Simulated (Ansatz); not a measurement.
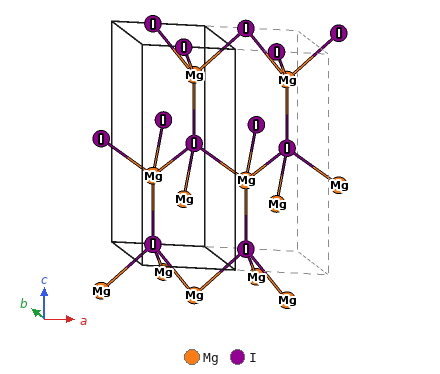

System MgI (space group P6_3mc, No. 186); source of the atomic positions: the geometry relaxed with DFT PBE, scalar-relativistic, plane waves, PAW in Ansatz; the starting structure was generated, so it need not be a known form of this composition.

Bonds are taken as I–Mg below 3.5 Å. The graph is simplified in the usual way: terminal and isolated atoms are pruned, two-connected atoms become edges.

> What kind of net remains, and which atoms are its nodes?

A uninodal 4-connected, three-periodic net: Mg and I are 4-connected nodes.

> Does the net have a name?

It is the lon net, known from lonsdaleite, wurtzite and tridymite.

> Is the net interpenetrated?

It is a single net, without interpenetration.

> Give the first six terms of the coordination sequence (nodes one, two, three … edges away).

Mg and I: 4, 12, 25, 44, 67, 96.

The simplified net, drawn on the atoms' positions. Nodes are coloured by element. Edges to nodes outside the piece are drawn as stubs.

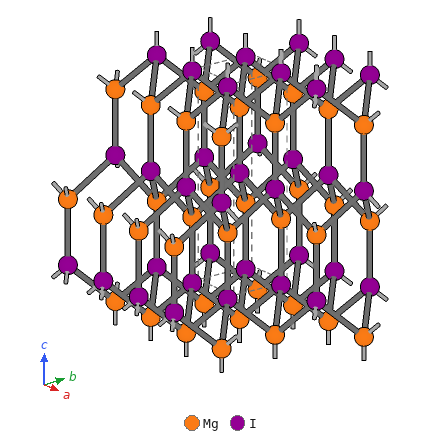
